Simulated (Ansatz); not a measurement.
# CH3BClNS: the cost of one run

Program: Ansatz 0.2.0, driven from Python. The levels of theory stand in the script. These are calculated values, not measurements.

## (1) Starting point

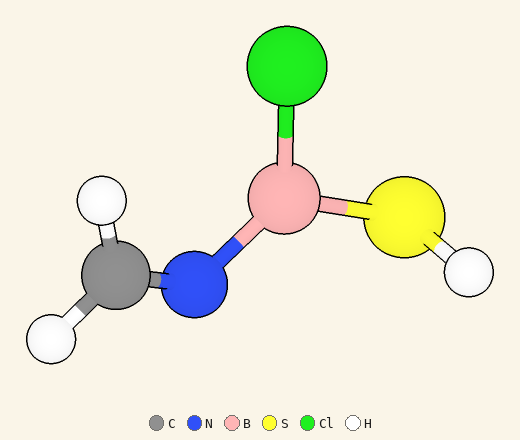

The structure that the script starts from, seen from a chosen angle (carbon grey, nitrogen blue, boron pink, sulfur yellow, chlorine green, hydrogen white).

The script holds or builds the structure itself.

## (2) Script

Input file ch3bclns_torsion.py:

```python
"""Energy of CH3BClNS as one group turns about a bond."""

import ansatz as az
from ase import Atoms


def main() -> None:
    atoms = Atoms(["C", "N", "B", "S", "Cl", "H", "H", "H"], positions=[
        [-0.8045, 0.2562, 1.4245],
        [-0.8139, -0.1441, 0.2055],
        [0.3141, 0.1128, -0.7522],
        [0.3564, -0.5879, -2.4827],
        [1.8306, 1.0877, -0.2457],
        [-0.0479, 0.9098, 1.8356],
        [-1.6886, 0.0822, 2.0355],
        [0.946, -1.7738, -2.0762],
    ])

    # start the scan from a relaxed geometry
    first = (
        az.Crystal.molecule_from_ase(atoms).calculation()
        .basis(gaussian="def2-SVP")
        .functional("pbe0")
        .relax(force_tolerance=0.02, max_steps=80)
    )
    atoms.positions = first.run().report["positions_ang"]

    start = atoms.get_dihedral(1, 2, 3, 7)
    energies = {}
    for turn in range(0, 360, 30):
        turned = atoms.copy()
        turned.set_dihedral(1, 2, 3, 7, start + turn, indices=[3, 7])
        setup = (
            az.Crystal.molecule_from_ase(turned).calculation()
            .basis(gaussian="def2-SVP")  # atom-centred Gaussian functions
            .correlation("mp2")  # correlation on top of the mean field
        )
        energies[round((start + turn) % 360)] = setup.run().report["free_energy_ev"]
    floor = min(energies.values())
    print("dihedral N1-B2-S3-H7 (deg)   E - E(min) (kJ/mol)")
    for angle, e in sorted(energies.items()):
        print(f"{angle:8d} {96.485332 * (e - floor):14.3f}  " + "#" * int(30 * (e - floor) / max(max(energies.values()) - floor, 1e-9)))


if __name__ == "__main__":
    main()
```

## (3) What the engine is handed

The engine receives this input (first run):

```yaml
crystal:
  periodic: [false, false, false]
  atoms:
    - { symbol: C, position_ang: [-0.8045, 0.2562, 1.4245] }
    - { symbol: "N", position_ang: [-0.8139, -0.1441, 0.2055] }
    - { symbol: B, position_ang: [0.3141, 0.1128, -0.7522] }
    - { symbol: S, position_ang: [0.3564, -0.5879, -2.4827] }
    - { symbol: Cl, position_ang: [1.8306, 1.0877, -0.2457] }
    - { symbol: H, position_ang: [-0.0479, 0.9098, 1.8356] }
    - { symbol: H, position_ang: [-1.6886, 0.0822, 2.0355] }
    - { symbol: H, position_ang: [0.946, -1.7738, -2.0762] }
basis:
  gaussian:
    orbitals: def2-SVP
hamiltonian:
  xc: pbe0
relax:
  f_tol: 0.02
  max_steps: 80
```

## (4) Launch

On the command line:

```console
python ch3bclns_torsion.py
```

**Question.** How long does this script take on 1 thread of Arm Neoverse V1, shared host, and how much memory does it need?

About 2.2 min, with a peak of 0.26 GiB.
